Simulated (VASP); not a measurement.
Band structure of ZnS (wurtzite). Level of theory: revTPSS meta-GGA, VASP's PBE PAW potentials (set 64) (plane waves; VASP).

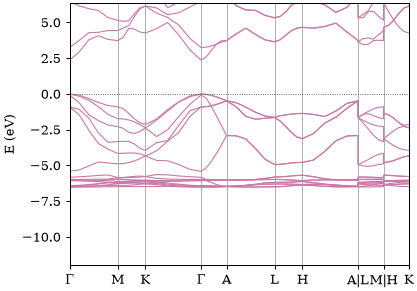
Fig. 1. Bands along high-symmetry lines, zero at the valence-band maximum or, without a gap, the Fermi level

Task: Read the plot: is there a gap, and where are the band edges?

Result: The gap is direct, 2.37 eV, from the valence maximum at Γ to the conduction minimum at Γ.

Measured: gap 3.91 eV (computed value off by -1.54 eV), as given by Mehmet Aras et al., The Journal of Chemical Physics (2014), arXiv:1312.4272.

The compound is ZnS in the wurtzite structure, the high-temperature form. It was relaxed first.
